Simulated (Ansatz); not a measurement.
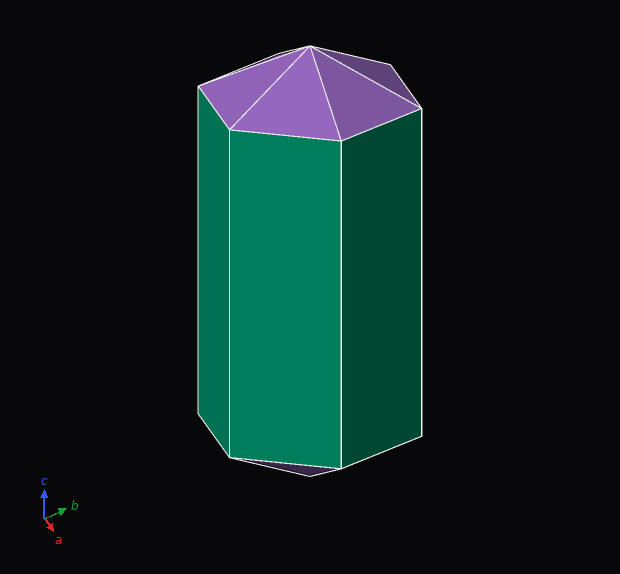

Crystal habit computed by the BFDH rule (growth rate of a face proportional to 1/d, systematic absences taken into account). This is a geometric estimate, not an energy calculation. Faces of one form share a colour. Cell of ZnSe3: space group P6_3/mmc (No. 194), a = 7.395 Å, b = 7.395 Å, c = 3.585 Å, α = 90.00°, β = 90.00°, γ = 120.00°. Source: coordinates from a relaxation with DFT PBE, scalar-relativistic, plane waves, PAW in Ansatz; the starting structure was generated, so it need not be a known form of this composition. Forms under 0.4 % of the area are left out.

Q: Index the forms that can be seen.

A: teal: {100} (d = 6.40 Å, 76 % of the area); purple: {101} (d = 3.13 Å, 24 % of the area).
